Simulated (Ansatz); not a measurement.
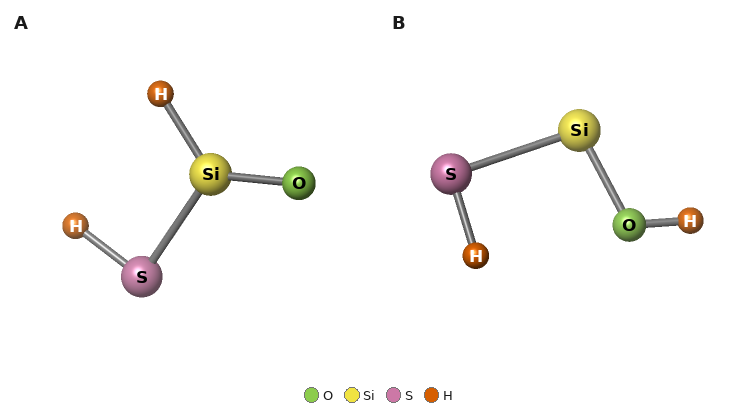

2 stationary structures of one formula. Geometries: PBE-D4/def2-SVP. Electronic energies: PBE-D4/def2-SVP (Ansatz 0.2.0), without zero-point energy. No frequency run is at hand to confirm each as a minimum.

> Rank them by energy, lowest first.

B is lowest (Cs); A lies 44.8 kJ/mol above it (Cs).
